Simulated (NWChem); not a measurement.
## Single-point calculation, with input and output: CH₂FI (charge +1)

CH₂FI, charge +1, multiplicity 2, computed with HF/3-21G, UHF (NWChem 7.3.0).

The geometry is that of the parent species in another charge or spin state. The geometry comes from this level: PBE0-D4/def2-TZVP.

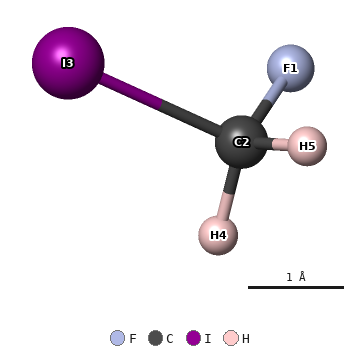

Figure 1. The structure as given in the input (ball-and-stick view, seen at a tilt; atoms are numbered from 1 in the order of the input).

**Input file**
```
start sp
memory total 2200 mb
charge 1

geometry noautosym nocenter noautoz
  F        1.196300       0.710900      -0.175500
  C        0.160600      -0.114100       0.103400
  I       -1.632300       0.547900      -0.864200
  H        0.368100      -1.112000      -0.277200
  H       -0.042700      -0.106200       1.172200
end

basis spherical bse
  * library 3-21G
end

scf
  doublet
  uhf
  thresh 1e-08
  maxiter 80
  print low
end

task scf energy
```

Run on 1 thread of AMD EPYC (Zen 5), 16 GiB of memory available, shared host.

Launched with:
```bash
nwchem sp.nw > sp.out
```

**The program's output**
```
Northwest Computational Chemistry Package (NWChem) 7.3.0
             --------------------------------------------------------

           Job information
           ---------------

    nwchem branch   = 7.3.0
    use scalapack   = T
    input           = sp.nw
    prefix          = sp.
    data base       = ./sp.db
    status          = startup
    nproc           =        1

           Memory information
           ------------------

    heap     =     72089600 doubles =      550.0 Mbytes
    stack    =     72089597 doubles =      550.0 Mbytes
    global   =    144179200 doubles =     1100.0 Mbytes (distinct from heap & stack)
    total    =    288358397 doubles =     2200.0 Mbytes
    verify   = yes
    hardfail = no

           Directory information
           ---------------------

  0 permanent = .
  0 scratch   = .

                                NWChem Input Module
                                -------------------

 Scaling coordinates for geometry "geometry" by  1.889725989
 (inverse scale =  0.529177249)

                             Geometry "geometry" -> ""
                             -------------------------

 Output coordinates in angstroms (scale by  1.889725989 to convert to a.u.)

  No.       Tag          Charge          X              Y              Z
 ---- ---------------- ---------- -------------- -------------- --------------
    1 F                    9.0000     1.19630000     0.71090000    -0.17550000
    2 C                    6.0000     0.16060000    -0.11410000     0.10340000
    3 I                   53.0000    -1.63230000     0.54790000    -0.86420000
    4 H                    1.0000     0.36810000    -1.11200000    -0.27720000
    5 H                    1.0000    -0.04270000    -0.10620000     1.17220000

      Atomic Mass
      -----------

      F                 18.998400
      C                 12.000000
      I                126.900400
      H                  1.007825

 Effective nuclear repulsion energy (a.u.)     218.1697228564

            Nuclear Dipole moment (a.u.)
            ----------------------------
        X                 Y               Z
 ---------------- ---------------- ----------------
  -140.7018161509    63.3700713010   -86.6754950004

            XYZ format geometry
            -------------------
     5
 geometry
 F                     1.19630000     0.71090000    -0.17550000
 C                     0.16060000    -0.11410000     0.10340000
 I                    -1.63230000     0.54790000    -0.86420000
 H                     0.36810000    -1.11200000    -0.27720000
 H                    -0.04270000    -0.10620000     1.17220000

 ==============================================================================
                                internuclear distances
 ------------------------------------------------------------------------------
       center one      |      center two      | atomic units |  angstroms
 ------------------------------------------------------------------------------
    2 C                |   1 F                |     2.55713  |     1.35318
    3 I                |   2 C                |     4.04815  |     2.14219
    4 H                |   2 C                |     2.05600  |     1.08799
    5 H                |   2 C                |     2.05601  |     1.08799
 ------------------------------------------------------------------------------
                         number of included internuclear distances:          4
 ==============================================================================

 ==============================================================================
                                 internuclear angles
 ------------------------------------------------------------------------------
        center 1       |       center 2       |       center 3       |  degrees
 ------------------------------------------------------------------------------
    1 F                |   2 C                |   3 I                |   111.04
    1 F                |   2 C                |   4 H                |   109.95
    1 F                |   2 C                |   5 H                |   109.94
    3 I                |   2 C                |   4 H                |   106.56
    3 I                |   2 C                |   5 H                |   106.56
    4 H                |   2 C                |   5 H                |   112.70
 ------------------------------------------------------------------------------
                            number of included internuclear angles:          6
 ==============================================================================

 Summary of "ao basis" -> "" (spherical)
 ------------------------------------------------------------------------------
       Tag                 Description            Shells   Functions and Types
 ---------------- ------------------------------  ------  ---------------------
 *                           3-21G                    on all atoms

                      Basis "ao basis" -> "ao basis" (spherical)
                      -----
  [basis functions not shown]

 Summary of "ao basis" -> "ao basis" (spherical)
 ------------------------------------------------------------------------------
       Tag                 Description            Shells   Functions and Types
 ---------------- ------------------------------  ------  ---------------------
 F                           3-21G                   5        9   3s2p
 C                           3-21G                   5        9   3s2p
 I                           3-21G                  13       31   6s5p2d
 H                           3-21G                   2        2   2s

                                 NWChem SCF Module
                                 -----------------

  ao basis        = "ao basis"
  functions       =    53
  atoms           =     5
  alpha electrons =    35
  beta  electrons =    34
  charge          =   1.00
  wavefunction    = UHF
  input vectors   = atomic
  output vectors  = ./sp.movecs
  use symmetry    = F
  symmetry adapt  = F

 Forming initial guess at       0.0s

 Starting SCF solution at       0.1s

  ga_iter_lsolve: convergence stagnant ... aborting solve
  ga_iter_lsolve: convergence stagnant ... aborting solve

       Final UHF  results
       ------------------

         Total SCF energy =  -7024.658580125406
      One electron energy = -10081.951067703505
      Two electron energy =   2839.122764721655
 Nuclear repulsion energy =    218.169722856444

                       Sz =      0.5000
                 Sz(Sz+1) =      0.7500
                      S^2 =      0.7569

        Time for solution =      7.5s

 Task  times  cpu:        7.6s     wall:        7.6s
 Total times  cpu:        7.6s     wall:        7.6s
```

**Results in brief**

- outcome: converged
- total energy: −7024.658580 hartree
- basis functions: 53
- ⟨S²⟩: 0.757
- wall time: 8.1 s
- peak memory: 0.099 GiB
